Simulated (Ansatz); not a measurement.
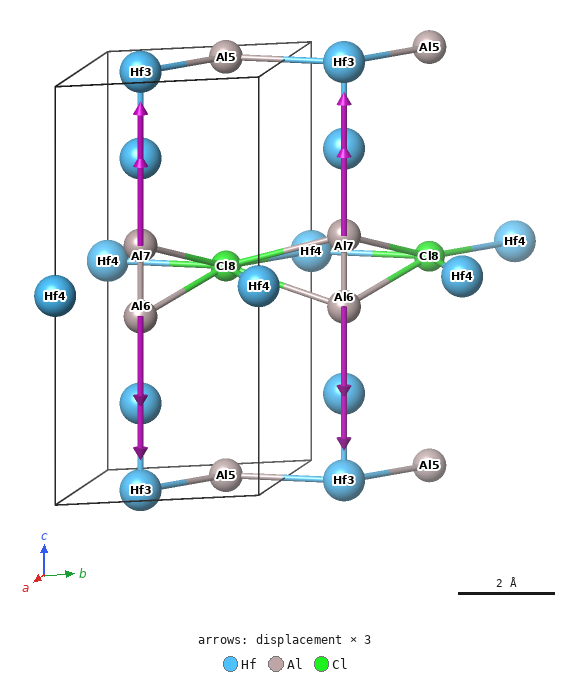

This is a relaxation of a crystal of Hf₄Al₃Cl (a generated structure, set up in P-6m2) (coarse preliminary run). The starting structure is drawn; purple arrows show the displacements (the part carried along by the change of the cell is left out), magnified 3 times.

A ball-and-stick model of the cell of the calculation, repeated 1 × 2 × 1 with one cell outlined, seen slightly off an axis.

These are results of DFT PBE, scalar-relativistic, plane waves, PAW in Ansatz 0.2.0, not measurements. Settings: plane-wave cutoff 420 eV; k-point mesh 6 × 6 × 2; occupations gaussian; smearing width 0.1 eV; no spin polarisation; cell and atoms relaxed; force threshold 0.04 eV/Å; at most 70 steps.

Q: What happened in the run?

A: The largest moves relative to the cell, 0.65 Å, are those of Al atoms. By element the largest moves are Al 0.65 Å, Hf 0.40 Å. Cl stays in place. The drawn cell changes as follows: a = b 4.430 → 4.360 Å (−1.6 %), c 8.904 → 14.187 Å (+59.3 %); the volume changes by +54.4 %. Some distances before and after: Al–Al 1.512 → 3.711 Å, Al–Hf 1.851 → 2.704 Å, Hf–Hf 1.844 → 2.534 Å, Al–Cl 2.667 → 3.127 Å. The space group stays P-6m2 (No. 187). After 17 accepted moves (21 points after the start) the energy has fallen by 4048 meV per atom. Largest force component: 14 eV/Å at the start, 0.019 eV/Å at the end. The pressure goes from 87.82 to 0.06 GPa. The line search rejected the trial step at point 19 of the run. The SCF was repeated 3 times at an unchanged geometry on a basis and grid sized afresh for the cell, which shifted the energy by 125 meV per atom at most.
